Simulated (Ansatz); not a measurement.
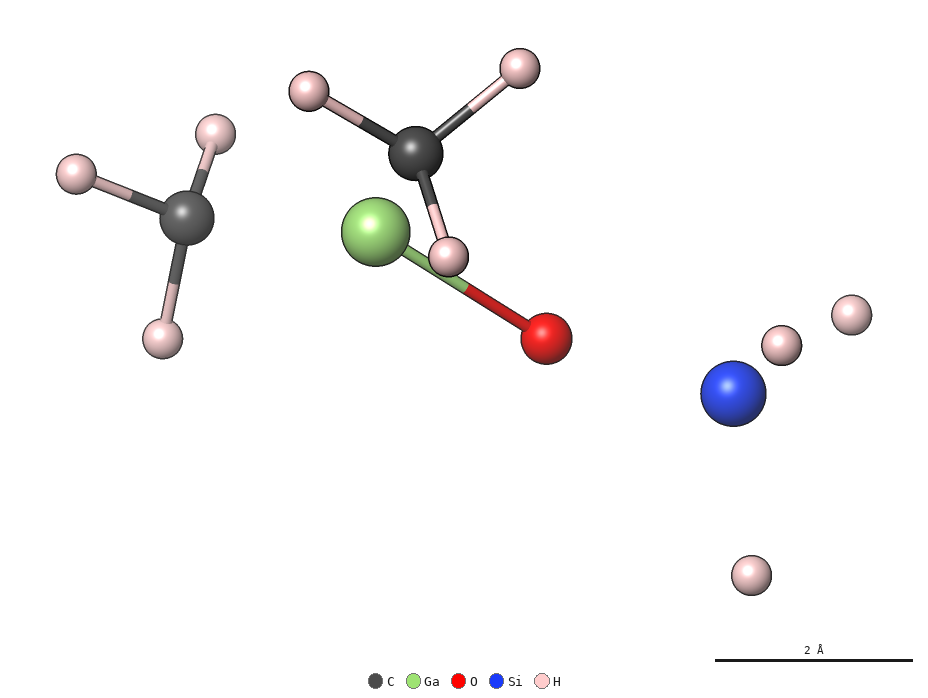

Starting geometry of the run.

Ansatz 0.2.0 input:

```yaml
crystal:
  periodic: [false, false, false]
  atoms:
    - {symbol: C, position_ang: [-1.317105, 1.992383, 0.721835]}
    - {symbol: Ga, position_ang: [0.306664, 0.160939, 0.786720]}
    - {symbol: C, position_ang: [1.889350, -0.613534, 2.477929]}
    - {symbol: O, position_ang: [0.378945, -1.104147, -1.078045]}
    - {symbol: Si, position_ang: [-0.513902, -1.240085, -2.893605]}
    - {symbol: H, position_ang: [-1.305697, 2.732486, 1.866558]}
    - {symbol: H, position_ang: [-1.049051, 2.813586, -0.336107]}
    - {symbol: H, position_ang: [-2.574165, 1.491357, 0.535379]}
    - {symbol: H, position_ang: [3.110438, -0.819215, 1.904221]}
    - {symbol: H, position_ang: [1.467520, -1.812664, 2.978972]}
    - {symbol: H, position_ang: [2.021490, 0.264886, 3.511642]}
    - {symbol: H, position_ang: [-1.391762, -2.872810, -3.069672]}
    - {symbol: H, position_ang: [-1.773970, 0.114673, -3.152626]}
    - {symbol: H, position_ang: [0.751246, -1.107856, -4.253176]}
basis:
  gaussian: {orbitals: def2-TZVP}
magnetization: {spin_polarized: true, initial_magnetization: 0}
hamiltonian: {xc: {name: r2SCAN50}, dispersion: d3bjatm}
```

It was started with:

```sh
ansatz run in.yaml --threads 2 --pin off --events-out ev --progress --plain --max-ram 22528MiB --backend cpu
```

Output:

```
Functional definition: r2SCAN50
  name "r2SCAN50"
  cite "Bursch, Neugebauer, Ehlert & Grimme, J. Chem. Phys. 156, 134105 (2022) doi:10.1063/5.0086040"
  cite "Furness, Kaplan, Ning, Perdew & Sun, J. Phys. Chem. Lett. 11, 8208 (2020) doi:10.1021/acs.jpclett.0c02405"
  cite "Furness, Kaplan, Ning, Perdew & Sun, J. Phys. Chem. Lett. 11, 9248 (2020) doi:10.1021/acs.jpclett.0c03077"
  parent r2scan
  parameter a = 0.5
  parameter k0 = 0.174
  parameter k1 = 0.065
  parameter a1 = 4.9479
  exchange = (1 - a)*r2scan_x(k0 = k0, k1 = k1, a1 = a1) + a*exact_x
  correlation = r2scan_c
1746 factors; their error is unknown
mean field evaluation 1: about -64499.3919 eV, gradient 4.5e1 eV
mean field evaluation 2: about -64455.1958 eV, gradient 1.0e2 eV
mean field evaluation 4: about -64507.7093 eV, gradient 7.1e0 eV
mean field evaluation 8: about -64507.9486 eV, gradient 1.5e-1 eV
mean field evaluation 16: about -64508.4124 eV, gradient 8.4e-4 eV
mean field -64508.41237005 eV, -2370.6404292270 hartree, gradient 1.4e-5 eV, S^2 0.000000; 1 other end points of the search recorded, 0 dependent functions left out
reference -64508.41238305 eV, -2370.6404297047 hartree; 37, 37 occupied and 195, 195 virtual orbitals, 1746 factors
Total energy: -64508.52965689 eV, -2370.6447394389 hartree
```

The calculation finished and met its thresholds.
